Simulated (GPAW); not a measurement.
# Screening of a field by a 8-layer slab of Fe(100), part 2 of 2

Wanted: the out-of-plane polarisability of a 8-layer slab of Fe(100).

GPAW 26.7.0; GPAW, PAW setups; slab in vacuum, relaxation (the session's first sound run).

So far, dipole along the normal (e·Å): step 2 (relaxation) -0.00114; step 3 (the slab's potential) -0.00111; step 4 (In a field) -0.123.

### Step 5. Field on

run.py reads:

```python
import json
import numpy as np
from ase import Atoms
from gpaw import GPAW, PW
from gpaw.external import ConstantElectricField

slab = Atoms(
    ['Fe', 'Fe', 'Fe', 'Fe', 'Fe', 'Fe', 'Fe', 'Fe'],
    positions=[
        [1.43500, 1.43500, 7.00000],
        [0.00000, 0.00000, 8.43500],
        [1.43500, 1.43500, 9.87000],
        [0.00000, 0.00000, 11.30500],
        [1.43500, 1.43500, 12.71216],
        [-0.00000, -0.00000, 14.12651],
        [1.43500, 1.43500, 15.57585],
        [-0.00000, 0.00000, 16.94845]],
    cell=[[2.87, 0.0, 0.0], [0.0, 2.87, 0.0], [0.0, 0.0, 24.045]],
    pbc=[True, True, False],
    magmoms=[2.5, 2.5, 2.5, 2.5, 2.5, 2.5, 2.5, 2.5])

slab.calc = GPAW(mode=PW(400), xc='PBE', kpts={'size': (11, 11, 1), 'gamma': True},
                 occupations={'name': 'fermi-dirac', 'width': 0.1}, nbands='160%',
                 convergence={'density': 1e-05}, maxiter=200,
                 poissonsolver={'dipolelayer': 'xy'},
                 external=ConstantElectricField(-0.1, [0, 0, 1]),
                 symmetry={'tolerance': 1e-3}, txt='slab.txt')
result = {}
energy = slab.get_potential_energy()
fermi = slab.calc.get_fermi_level()
v = slab.calc.get_electrostatic_potential().mean((0, 1)) - fermi
n = slab.calc.get_pseudo_density().mean((0, 1))
L = slab.cell[2, 2]
z = np.arange(len(v)) * L / len(v)
low, high = slab.positions[:, 2].min(), slab.positions[:, 2].max()
below, above = np.interp([low - 4.8, high + 4.8], z, v)
slopes = [np.interp(x, z, np.gradient(v, z)) for x in (low - 4.8, high + 4.8)]
eps = np.array([[slab.calc.get_eigenvalues(k, s) for k in range(len(slab.calc.get_ibz_k_points()))]
                for s in range(slab.calc.get_number_of_spins())]) - fermi
top, bottom = eps[eps < 0].max(), eps[eps > 0].min()
dipole = slab.get_dipole_moment()[2]
print(f'energy {energy:.4f} eV, Fermi level {fermi:.4f} eV, dipole {dipole:.5f} e A')
print(f'potential 4.8 A off the faces, from the Fermi level: lower {below:.4f} eV, upper {above:.4f} eV')
print(f'slope of the potential there: lower {slopes[0]:.5f}, upper {slopes[1]:.5f} eV/A')
print(f'nearest levels on the mesh: {top:.4f} and {bottom:.4f} eV')
print('magnetic moment', round(slab.get_magnetic_moment(), 3))
result.update(energy=energy, fermi=fermi, dipole=dipole, below=below, above=above, slopes=slopes, edges=[top, bottom],
              z=z.tolist(), v=v.tolist(), n=n.tolist(), positions=slab.positions.tolist(),
              forces=slab.get_forces(apply_constraint=False).tolist(), moments=slab.get_magnetic_moments().tolist())
json.dump(result, open('result.json', 'w'))
```

On the command line:

```console
> OMP_NUM_THREADS=1 OPENBLAS_NUM_THREADS=1 python run.py
```

Log:

```text
energy -68.6819 eV, Fermi level 2.7251 eV, dipole -0.06137 e A
potential 4.8 A off the faces, from the Fermi level: lower 3.2066 eV, upper 4.5546 eV
slope of the potential there: lower -0.00078, upper 0.00115 eV/A
nearest levels on the mesh: -0.0041 and 0.0053 eV
magnetic moment 20.158
```

Wall time 3.2 h (1 thread of Arm Neoverse N1, shared host); peak memory 0.82 GiB.

Numbers from this step:

- dipole along the normal: -0.06137 e·Å
- levels nearest the Fermi level on the mesh: -0.004064, 0.005327 eV from the Fermi level
- site moments: 2.943, 2.401, 2.416, 2.299, 2.265, 2.415, 2.352, 2.913 μB
- potential below the slab, the applied field's own ramp left out: 3.207 eV from the Fermi level
- potential above the slab, the applied field's own ramp left out: 4.555 eV from the Fermi level

The electrostatic potential energy of an electron (without an applied field's), less the Fermi level, planar mean oscillates, so the rows of the table below give means over windows of 1.4 Å about each position, cut where the curve ends. Its maxima inside the range that stand out by 2 % of the span (Å: eV): 7.7: -5.85, 9.1: -5.61, 10.6: -5.43, 12.0: -5.58, 13.4: -5.38, 14.8: -4.88, 16.2: -5.96, 23.5: 4.56. Its minima: 7.0: -15.1, 8.5: -14.8, 9.9: -14.7, 11.3: -14.4, 12.7: -14.3, 14.2: -14.2, 15.6: -14.2, 17.0: -14.1.

Electrostatic potential energy of an electron (without an applied field's), less the Fermi level, planar mean against z; means over each step:

```csv
z (Å),"electrostatic potential energy of an electron (without an applied field's), less the Fermi level, planar mean (eV)"
0.70,3.30
2.10,3.21
3.50,3.20
4.90,2.88
6.30,-4.53
7.70,-10.1
9.10,-9.84
10.50,-9.65
11.90,-9.80
13.30,-9.62
14.70,-9.16
16.10,-9.95
17.50,-5.14
18.90,4.06
20.30,4.54
21.70,4.55
23.10,4.54
```

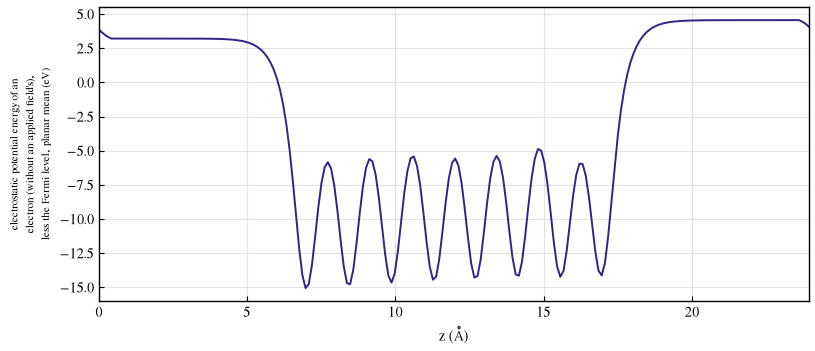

Electrostatic potential energy of an electron (without an applied field's), less the Fermi level, planar mean, plotted against z.

Force by atom:

```csv
atom,x (eV/Å),y (eV/Å),z (eV/Å),size
Fe1,0.000,0.000,0.310,0.310
Fe2,0.000,0.000,-0.307,0.307
Fe3,0.000,0.000,0.086,0.086
Fe4,0.000,0.000,-0.076,0.076
Fe5,0.000,0.000,-0.025,0.025
Fe6,0.000,0.000,0.019,0.019
Fe7,0.000,0.000,0.005,0.005
Fe8,0.000,0.000,-0.014,0.014
```

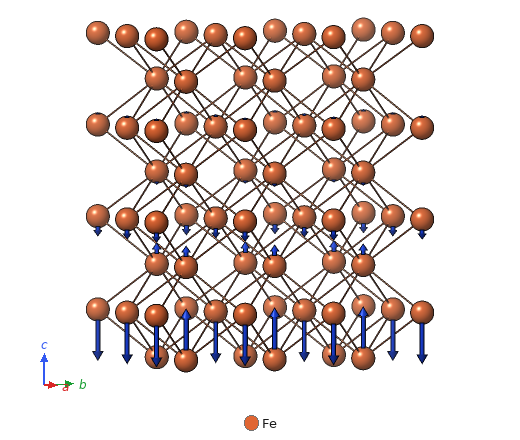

Force as arrows, the longest 0.310 eV/Å. 2×3×1 cells are drawn. Some periodic images of atoms are drawn too.

The dipole is now -0.0614 e Å, against -0.0011 in the run without a field.

### Step 6. In a field

Changes to run.py since step 5:

```diff
@@ -25,3 +25,3 @@
                  poissonsolver={'dipolelayer': 'xy'},
-                 external=ConstantElectricField(-0.1, [0, 0, 1]),
+                 external=ConstantElectricField(-0.05, [0, 0, 1]),
                  symmetry={'tolerance': 1e-3}, txt='slab.txt')
```

Log:

```text

```

Run time: 3.4 h. Hardware: 1 thread; peak memory 0.74 GiB.

The run was cut off at its time limit.

### Step 7. Field on

Changes to run.py since step 6:

```diff
@@ -25,3 +25,3 @@
                  poissonsolver={'dipolelayer': 'xy'},
-                 external=ConstantElectricField(-0.05, [0, 0, 1]),
+                 external=ConstantElectricField(0.05, [0, 0, 1]),
                  symmetry={'tolerance': 1e-3}, txt='slab.txt')
```

Log:

```text

```

The job ended after 2.3 h (1 thread; peak memory 0.74 GiB).

The run was cut off at its time limit.

### Step 8. Field on

Changes to run.py since step 7:

```diff
@@ -25,3 +25,3 @@
                  poissonsolver={'dipolelayer': 'xy'},
-                 external=ConstantElectricField(0.05, [0, 0, 1]),
+                 external=ConstantElectricField(0.1, [0, 0, 1]),
                  symmetry={'tolerance': 1e-3}, txt='slab.txt')
```

Log:

```text

```

Run time: 20 s. Hardware: 1 thread; peak memory 0.38 GiB.

The run was cut off at its time limit.

### Step 9. Field on

Changes to run.py since step 8:

```diff
@@ -25,3 +25,3 @@
                  poissonsolver={'dipolelayer': 'xy'},
-                 external=ConstantElectricField(0.1, [0, 0, 1]),
+                 external=ConstantElectricField(0.2, [0, 0, 1]),
                  symmetry={'tolerance': 1e-3}, txt='slab.txt')
```

Log:

```text

```

It took 20 s on 1 thread; peak memory 0.38 GiB.

The run was cut off at its time limit.

### Step 10. In a field

Changes to run.py since step 9:

```diff
@@ -25,3 +25,3 @@
                  poissonsolver={'dipolelayer': 'xy'},
-                 external=ConstantElectricField(0.2, [0, 0, 1]),
+                 external=ConstantElectricField(0.3, [0, 0, 1]),
                  symmetry={'tolerance': 1e-3}, txt='slab.txt')
```

Log:

```text

```

Wall time 20 s (1 thread); peak memory 0.38 GiB.

The run was cut off at its time limit.

### Step 11. The series

The members are put on one axis.

This step: induced dipole against applied field (GPAW 26.7.0).

Dipole along the normal against field:

```csv
field (V/Å),dipole along the normal (e·Å)
-0.2000,-0.123
-0.1000,-0.0614
0.0000,-0.00111
```

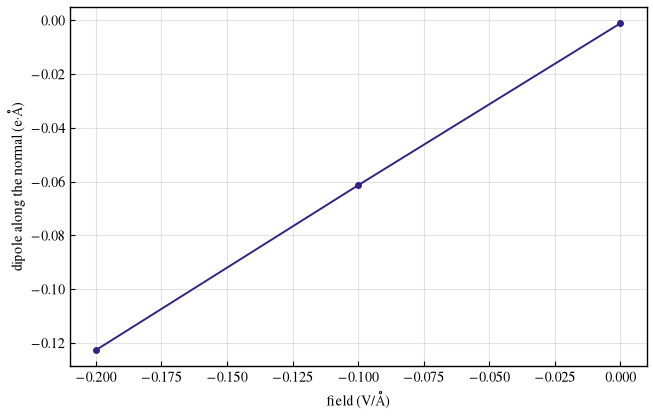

Dipole along the normal against field.

### Step 12. A changed run

One more run, with changed settings.

This step: GPAW, PAW setups; slab in vacuum (GPAW 26.7.0).

Changes to run.py since step 10:

```diff
@@ -4,3 +4,2 @@
 from gpaw import GPAW, PW
-from gpaw.external import ConstantElectricField
 
@@ -21,7 +20,6 @@
 
-slab.calc = GPAW(mode=PW(400), xc='PBE', kpts={'size': (11, 11, 1), 'gamma': True},
+slab.calc = GPAW(mode=PW(400), xc='pbe96', kpts={'size': (11, 11, 1), 'gamma': True},
                  occupations={'name': 'fermi-dirac', 'width': 0.1}, nbands='160%',
-                 convergence={'density': 1e-05}, maxiter=200,
+                 convergence={'density': 1e-05}, maxiter=50,
                  poissonsolver={'dipolelayer': 'xy'},
-                 external=ConstantElectricField(0.3, [0, 0, 1]),
                  symmetry={'tolerance': 1e-3}, txt='slab.txt')
```

Log:

```text
NameError: Unknown functional: pbe96.
```

The job ended after 1.1 s (1 thread; peak memory 0.1 GiB).

The input was rejected at the start.

The program's message: “NameError: Unknown functional: pbe96.”

The change that led to it: xc = "pbe96".

### Step 13. Summary of results

```yaml
work_function_both_faces: 3.89 eV
dipole_along_the_normal: -0.0011 e Å, near the numerical noise
induced_dipole_per_field: 0.613 e Å per V/Å
out_of_plane_polarisability_per_area_alpha_eps_0_a: 13.5 Å
```

The field induces 0.613 e Å per V/Å, a polarisable thickness α/(ε0 A) of 13.5 Å beside 9.95 Å between the outermost nuclei. A perfect conductor would give the distance between its two image planes; a dielectric of thickness t gives t(1 - 1/ε). The measured value for this face is 4.75 eV (as compiled in "Anisotropic work function of elemental crystals", 2019, arxiv:1902.07811); the relaxed upper face lies 0.86 eV under it with PBE. Measured work functions scatter by a tenth of an eV or more between methods. The induced dipole is linear in the field over this range. The small printed dipole stands for a step of 24 meV from the lower to the upper face, and the probes find 3.5 meV; values this small are near the numerical noise of both. One magnetic start was tried; another order may lie lower. The in-plane lattice was kept as typed, which isn't the functional's own and leaves some strain; spin-orbit coupling and temperature are left out.

[Logs are printed without paths, hosts, clocks, repeated set-up lines and the standing remarks that a program may print on its own settings, such as how far it seeks lower states.]

[Hosts, paths, dates, database ids (printed as entryN), source tags and the programs' standing remarks are cut or masked in the printed files.]
